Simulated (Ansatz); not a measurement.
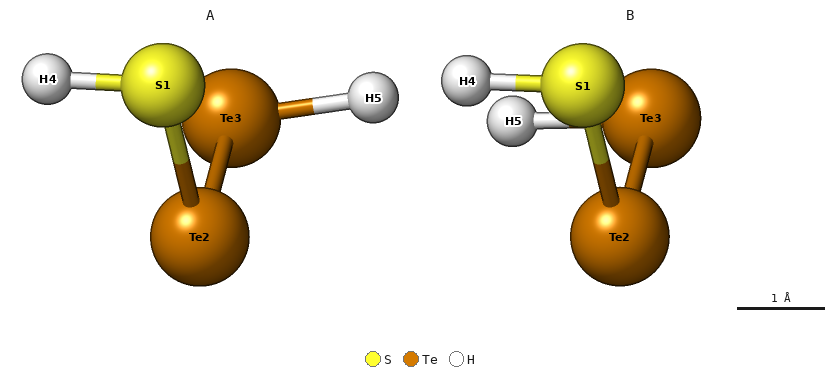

The two relaxed end points of a path for H₂Te₂S. A ball-and-stick model, seen from a free direction.

Level of theory: RKS B3LYP-D4/def2-SVP (Ansatz 0.2.0).

Set-up: 5 movable images; climbing image; force threshold 0.03 eV/Å; iteration limit 60.

Start:
```xyz
5

S    -1.7892   -0.6442    0.7057
Te    0.3795   -1.2680   -0.2432
Te    1.5902    1.1451   -0.7570
H    -2.4525   -0.5382   -0.4715
H     2.2720    1.3053    0.7660
```

End:
```xyz
5

S    -1.7918   -0.9877    0.5805
Te    0.3799   -1.3136   -0.5015
Te    1.9972    0.5759    0.6638
H    -2.2613   -0.0550   -0.2841
H     1.6761    1.7804   -0.4587
```

Q: What barrier does the band find between them, and by what path?

A: The two ends have nearly the same energy, and the highest point, image 3, lies 0.257 eV above the start. The motion is a rotation about the Te2–Te3 bond by about 180°. No bond forms or breaks between the ends. Among the angles between lasting bonds that change up to the highest image: S1–Te2–Te3 103.8° → 95.1°, Te2–Te3–H5 95.3° → 91.3°. The band converged in 10 iterations, with a climbing image at the top. At the top, the vibrational analysis gives one imaginary mode (194i cm⁻¹), as a transition state must have.

Energies of the converged images:

```csv
image,path (Å),E (eV)
0,0.00,0.000
1,0.55,0.068
2,1.11,0.202
3,1.66,0.257
4,2.24,0.201
5,2.82,0.068
6,3.40,-0.001
```

The geometry at the top of the path:

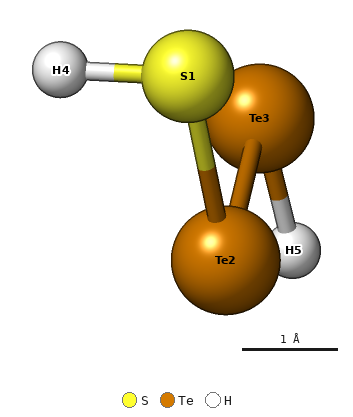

The run took roughly 4 core-minutes on a shared host.
